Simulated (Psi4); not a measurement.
CNO, SMILES [N]=C=O, doublet, geometry in Å:

```xyz
3

N      0.0000     0.0000    -1.2111
C      0.0000     0.0000     0.0153
O      0.0000     0.0000     1.1957
```

Unscaled harmonic wavenumbers and double-harmonic intensities, B3LYP/def2-SVP, Psi4, at a geometry relaxed at this level, isolated molecule. Modes within 2 cm⁻¹ of each other count as one line, with their intensities summed. Lorentzian lines of 30 cm⁻¹ full width. Close modes add up in the curve.

Q: Predict the infrared spectrum.

A: The most intense lines lie at 491.8 cm⁻¹ (77.1 km/mol), 2027.7 cm⁻¹ (69.3 km/mol) and 1314.0 cm⁻¹ (8.0 km/mol). It has no imaginary mode, so it is a minimum.

| cm⁻¹ | km/mol |
| --- | --- |
| 491.8 (×2) | 77.1 |
| 1314.0 | 8.0 |
| 2027.7 | 69.3 |

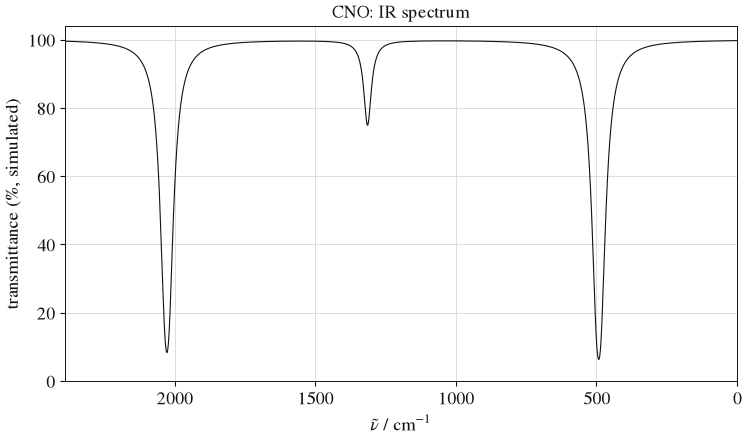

Note: double-zeta basis.
